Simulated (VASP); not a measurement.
Energy against volume of W (bcc). Calculation: revTPSS meta-GGA, VASP's PBE PAW potentials (set 64) (plane waves; VASP 6.6.1).

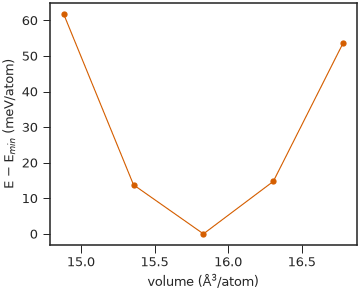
*Energy against volume*

Estimate the equilibrium volume and the bulk modulus.

The minimum lies near 15.8 Å³/atom, and the curvature gives B0 of about 320 GPa.

Measured: bulk modulus 312 GPa at 0 K (computed value off by +3.7 %), as given by Vázquez-Parga, Fernández-Martínez, Viñes, J. Chem. Theory Comput. (2023), doi:10.1021/acs.jctc.3c00612, Supporting … [zero-point energy and finite temperature contributions removed]; a 3.160 Å at 0 K (computed value off by +0.1 %), as given by Daniel Mejia-Rodriguez et al., Physical Review B (2018), arXiv:1807.09216 [static lattice: zero-point anharmonic expansion removed].

The compound is W in the bcc structure. It was relaxed first.
